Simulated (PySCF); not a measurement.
# BrF₄: relaxation and vibrations of the doublet

Aim: relax BrF₄ as a doublet from a PBE0 minimum start, check by its vibrations whether the end is a minimum, and collect its spectrum and constants.

Method: PBE0, basis Br def2-SVP, F def2-SVP, no relativity, density fitting; program: PySCF 2.14.0.

## 1. The system as given

5 atoms, charge 0, spin multiplicity 2.

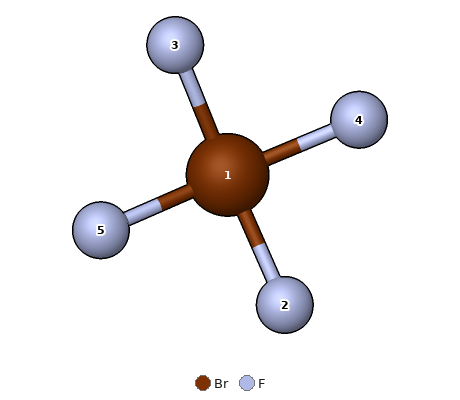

Start geometry, drawn with bromine brown, fluorine light blue; atoms are numbered from 1 in the order of the file.

Coordinates in bohr (charge 0 multiplicity 2):
```
Br    0.0000    0.0000   -0.2381
F     3.3811   -0.0001    0.2515
F    -3.3811    0.0001    0.2513
F     0.0000    3.3811    0.2514
F    -0.0001   -3.3811    0.2514
```

## 2. Finding the electronic state

One driver script runs all steps and calls PySCF; scf.py shows how it sets up the SCF of each step. The optimiser is the driver's own. After this first run the driver tries any further starts and a stability analysis.

File scf.py:

```python
from pyscf import gto, scf, dft
mol = gto.M(atom='''
Br     0.000002    -0.000000    -0.126005
F      1.789178    -0.000028     0.133065
F     -1.789183     0.000028     0.132998
F      0.000026     1.789181     0.133026
F     -0.000031    -1.789181     0.133036''',
    basis={'Br': 'def2-SVP', 'F': 'def2-SVP'},
    charge=0, spin=1)
mf = dft.UKS(mol, xc='PBE0')
mf.grids.atom_grid = (50, 194)
aux = {'Br': 'def2-universal-JKFIT', 'F': 'def2-universal-JKFIT'}
mf = mf.density_fit(auxbasis=aux)
mf.conv_tol = 1e-08
mf.diis_space = 10
mf.max_cycle = 60
mf.init_guess = 'minao'
mf.verbose = 4
mf.kernel()
```

Started as:

```bash
$ OMP_NUM_THREADS=2 python axn.py task.json out
```

Further steps of the session: Relaxing the doublet from the PBE0 minimum start; Frequencies.

What does the calculation give? Wanted: minimum; geometry; wavenumbers; dipole moment; highest occupied, lowest empty level; polar-tensor charge of Br1; zero-point energy; atomisation energy; ⟨S²⟩.

**Answer**, as computed:

| quantity | value |
| --- | --- |
| minimum | doublet, C4v |
| geometry | Br–F 1.808 Å (×4); F–Br–F 88.8° (×4), F–Br–F 163.5° (×2) |
| wavenumbers (cm⁻¹) | 135 (b1), 236 (e), 289 (b2), 327 (a1), 543 (b1), 601 (a1), 616 (e) |
| dipole moment | 0.98 D |
| highest occupied, lowest empty level (either spin) | -9.65, -6.16 eV |
| polar-tensor charge of Br1 | +2.16 e |
| zero-point energy | 21.5 kJ/mol |
| entropy at 298.15 K | 324.1 J/(mol K) |
| atomisation energy (no zero-point energy) | 684 kJ/mol |
| ⟨S²⟩ | 0.757 |

The PBE0 minimum start keeps its C4v symmetry and ends in a minimum. The strongest infrared band lies at 616 cm⁻¹ (e, stretch). Other starts or spin states, not run here, may lie lower.
